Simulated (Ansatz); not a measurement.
# TiZnSe3 (model cell, started as cubic perovskite with Ti in the octahedra): following an unstable mode, part 3 of 3

Which phase does TiZnSe3 (model cell, started as cubic perovskite with Ti in the octahedra) fall into along its unstable mode, and how much energy does it gain?

Ansatz 0.2.0; DFT PBE, scalar-relativistic, plane waves, PAW; PAW set soft_1.

So far. Step 4 (The mode frozen in, largest atomic shift 0.14 Å): The run ends at a pressure of 0.20 GPa, with forces up to 0.41 eV/Å. Step 5 (Energy along the mode, all amplitudes (two of the runs …): The lowest of the steps tried is at 0.14 Å, 5.16 meV/atom below the parent; the bottom of the well need not coincide with a step.

The structure was built from a prototype and need not be the compound's stable phase.

**7. The new phase in its own primitive cell**

The relaxed structure is symmetrised, reduced to its primitive cell and relaxed tightly, as its phonons need.

File input.yaml:

```yaml
crystal:
  lattice:
    - [4.9648913113, 0.0, 0.0]
    - [0.0, 4.9648913113, 0.0]
    - [0.0, 0.0, 6.3027755052]
  atoms:
    - { symbol: Zn, position: [0.0, 0.0, 0.3086201643] }
    - { symbol: Ti, position: [0.5, 0.5, 0.5351335089] }
    - { symbol: Se, position: [0.5, 0.0, 0.3912333407] }
    - { symbol: Se, position: [0.5, 0.5, 0.8860687785] }
    - { symbol: Se, position: [0.0, 0.5, 0.3912333407] }
kpoints:
  mp_grid: { grid: [8, 8, 6] }
hamiltonian:
  xc: pbe
  pseudopotentials: { kind: paw, azcp: { folder: soft_1 } }
scf:
  occupations: { method: methfessel_paxton, width: 0.2 }
output:
  forces: true
  stress: true
  eigenvalues: true
relax:
  adjacent_minimum: "off"
  f_tol: 0.001
  max_steps: 60
  cell: { stress_tol: 0.01 }
```

Started as:

```
ansatz run input.yaml --threads 4 --pin off --max-ram 16384MiB --backend cpu --events-out ev --progress --plain --runs-dir out
```

Numbers of over 12 decimals in the logs are rounded to 6 here.

What it wrote:

```text
[...]
Crystal: 5 atoms, lattice volume = 155.364 Å³
Basis set: ecut = 420 eV, 3089 PW (Γ), exchange–correlation on 72×72×90 points (8 copies of the dense FFT grid, shifted against one another)
Bands: 44, of which v1, the nominal top of the filled ones, is band 36 counted from 1 (35 counted from 0)
Symmetry: 8 space group operations
[...]
k-points: 60 of 384 (time reversal used)
[...]
cell:  # Å, volume = 155.3643 Å³
    - [4.9648913113, 0.0, 0.0]
    - [0.0, 4.9648913113, 0.0]
    - [0.0, 0.0, 6.3027755052]
  atoms:
    - { symbol: Zn, position: [0.0, 0.0, 0.3086201643] }
    - { symbol: Ti, position: [0.5, 0.5, 0.5351335089] }
    - { symbol: Se, position: [0.5, 0.0, 0.391233] }
    - { symbol: Se, position: [0.5, 0.5, 0.886069] }
    - { symbol: Se, position: [0.0, 0.5, 0.391233] }
[key lines of the parts left out:]
SCF converged after 8 iterations
Free energy (F): -22228.626685 eV
Fermi energy:    4.472958 eV
P = ⅓ Tr σ = -0.0003 GPa (-0.003 kbar)
```

Elapsed: 37 s, on 4 threads of Arm Neoverse V1, shared host; peak memory 0.67 GiB; 2.3 min of CPU time.

Little changed from the start: no atom moved by 0.005 Å and no cell edge by 0.1 %.

Numbers from this step:

```yaml
pressure: -2.71e-4 GPa
```

The largest force component left is 0.099 meV/Å and the pressure is 0.000 GPa, within the tolerances set. The cell now holds 31.07 Å³/atom.

**8. Modes of the new phase, k-mesh 8×8×6**

A relaxed structure may still be a saddle point, so its zone-centre modes are computed. No field response is asked, since the mesh shows no gap.

input.yaml, as its differences from that of step 7:

```diff
@@ -19,9 +19,4 @@
 output:
-  forces: true
-  stress: true
   eigenvalues: true
-relax:
-  adjacent_minimum: "off"
-  f_tol: 0.001
-  max_steps: 60
-  cell: { stress_tol: 0.01 }
+phonons:
+  method: dfpt
```

What it wrote:

```text
zone centre: on kpoints.mp_grid the ground state, and the responses unless they are solved on pairs of k-points, stand on 100 of the mesh's 384 k-points, reduced under 4 symmetry operations, with k and −k counted as one. Each operation leaves every solved displacement unchanged or reverses it
[...]
Crystal: 5 atoms, lattice volume = 155.364 Å³
Basis set: ecut = 420 eV, 3089 PW (Γ), exchange–correlation on 72×72×90 points (8 copies of the dense FFT grid, shifted against one another)
Bands: 44, of which v1, the nominal top of the filled ones, is band 36 counted from 1 (35 counted from 0)
Symmetry: 8 space group operations
k-points: 100 of 384 (irreducible under 4 space group operations, time reversal used)
[...]
SCF iter   1: F=—  HF=-22233.863895 eV  |F-HF|=—  |Δ(HF+E_count)|=         —  Δρ=1.64e-1  dr2=8.97e1  ethr=3.10e-3  ⟨swp⟩=6.6  Hψ=16728  notcnv=0
[...]
SCF iter  16: F=-22228.626685 eV  HF=-22228.626685 eV  |F-HF|=0.00e0  |Δ(HF+E_count)|=  1.09e-11  S|Δr|=    0.00e0  Δρ=5.13e-8  dr2=7.35e-12  ethr=1.00e-12  ⟨swp⟩=13.7  Hψ=23946  notcnv=0
SCF 1 converged in 16 iterations: F = -22228.626685 eV  dr2 = 7.35e-12
[...]
DFPT response loops at Γ: preconditioner auto → none (partly filled bands, converged f_vac=0.241); β = 0.50; Broyden in place of MSR1
SCF converged after 16 iterations
[...]
Free energy (F): -22228.626685 eV
[...]
Internal energy: -22228.630676 eV  (E = F + TS)
E sigma→0 (E₀):  -22228.627682 eV
Entropy (-TS):   0.003991 eV (0.798 meV/atom)
Fermi energy:    4.472958 eV
[...]
--- Band table (eV; the first three rows and the last of 100) ---
  k-point 0: bands = [... 32 lower, 2.9257, 2.9257, 3.4459, 3.4459, 3.9689, 4.8802, 6.5131, 6.8775, ... 4 higher]
  k-point 1: bands = [... 32 lower, 2.9089, 2.9089, 3.4659, 3.4659, 4.0136, 4.8810, 6.5137, 6.8459, ... 4 higher]
  k-point 2: bands = [... 32 lower, 2.8784, 2.8784, 3.5025, 3.5025, 4.0928, 4.8824, 6.5148, 6.7856, ... 4 higher]
  k-point 99: bands = [... 32 lower, 2.6053, 3.8787, 3.8787, 4.6927, 4.8438, 5.9612, 5.9612, 6.4802, ... 4 higher]
--- Phonons (Γ-DFPT): 9 representative perturbations + reference, on 100 of 384 k-points (Σ response iterations 30) ---
  k mesh reduced under 4 symmetry operations, with k and −k counted as one. Each operation leaves every solved displacement unchanged or reverses it
  ASR residual: 8.636e-5 → 0.000e0 eV/Å²; symmetrization residual: 9.245e-6 eV/Å²
  ASR residual per site (eV/Å²): 3.50e-5 8.64e-5 6.69e-5 3.35e-5 6.69e-5
[...]
non-analytic LO–TO correction: not included (Born effective charges unavailable; polar crystals: no LO–TO splitting at Γ)
```

Elapsed: 3.8 min, on 4 threads; peak memory 2.4 GiB.

Numbers from this step:

* sum-rule residual before enforcement: 8.64e-5 eV/Å²
* point group: 4mm
* highest optical mode at the zone centre (no LO-TO term): 429.6 cm⁻¹
* lowest optical zone-centre mode: -20.63 cm⁻¹

Patterns of degenerate modes are one choice out of their space. The modes at Γ (shares of kinetic energy by element, %) (negative means imaginary):

```csv
mode,frequency (cm⁻¹),symmetry,Zn %,Ti %,Se %
1,-20.6,E,35,12,53
2,-20.6,E,35,12,53
3,0.0,acoustic,19,14,68
4,0.0,acoustic,19,14,68
5,0.0,acoustic,19,14,68
6,19.9,B1,0,0,100
7,62.6,E,2,17,80
8,62.6,E,2,17,80
9,84.3,A1,79,5,16
10,128.7,A1,2,13,85
11,170.2,E,42,11,47
12,170.2,E,42,11,47
13,228.9,E,3,46,52
14,228.9,E,3,46,52
15,429.6,A1,0,69,31
```

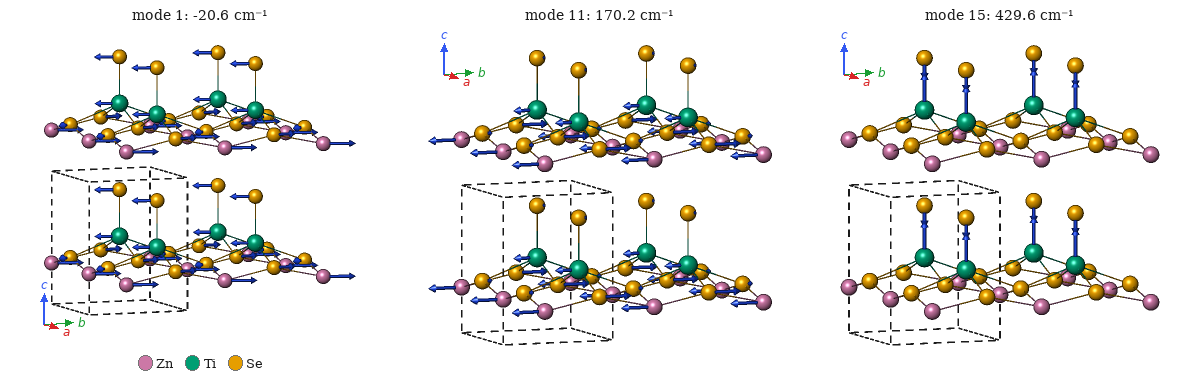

Displacement patterns of modes 1, 11 and 15 at Γ; arrows are exaggerated. 2×2×2 cells are drawn. Some periodic images of atoms are drawn too.

Before it was imposed, the acoustic sum rule was missed by 8.6e-5 eV/Å². Small misses are needed for a sound result but don't prove that mesh and cutoff are converged. The lowest optical mode is imaginary, 20.6i cm⁻¹, so the energy falls along it.

**9. Results**

- unstable mode of the parent: q = (0, 0, 0), 144i cm⁻¹
- depth at the lowest point sampled: 5.16 meV/atom
- largest atomic shift at that point: 0.14 Å
- space group reached (within 0.01 Å): P4mm
- energy gained over the parent (first relaxation, on the mesh of the frozen mode): 297 meV/atom
- volume per atom, phase reached: 31.1 Å³
- lowest optical zone-centre mode, phase reached: -20.6 cm⁻¹
- highest optical mode at the zone centre (no LO-TO term), phase reached: 430 cm⁻¹

In words: From this start the structure relaxes into P4mm, 297 meV/atom below the parent. At the parent's cell the well is 5.157 meV/atom deep on the steps tried, with its lowest point at a shift of 0.14 Å. Relaxing atoms and cell changes the gain by +291.79 meV/atom against the lowest step (energies at zero smearing). Most of the total comes from this relaxation. The frozen pattern makes up only 21 % of the final shifts of the atoms, so other modes or strain give most of the change. The new phase still has an imaginary mode at the zone centre of its cell, so it is a saddle point on the way to a lower structure. Of the 5 patterns followed to their end from this parent, this one ends 217 meV/atom above the lowest, R-3c. Each path keeps the symmetry of its pattern, so a lower phase may lie along a pattern not tried. With no gap, or one that is small against the smearing, the frequencies hang on the k mesh and the smearing, most of all near Kohn anomalies. The starting cell was built on a prototype and not taken from a measurement, so the phase need not exist.

[Logs are printed without paths, hosts, clocks, repeated set-up lines and the standing remarks that a program may print on its own settings, such as how far it seeks lower states.]

[Hosts, paths, dates, database ids (printed as entryN), source tags and the programs' standing remarks are cut or masked in the printed files.]
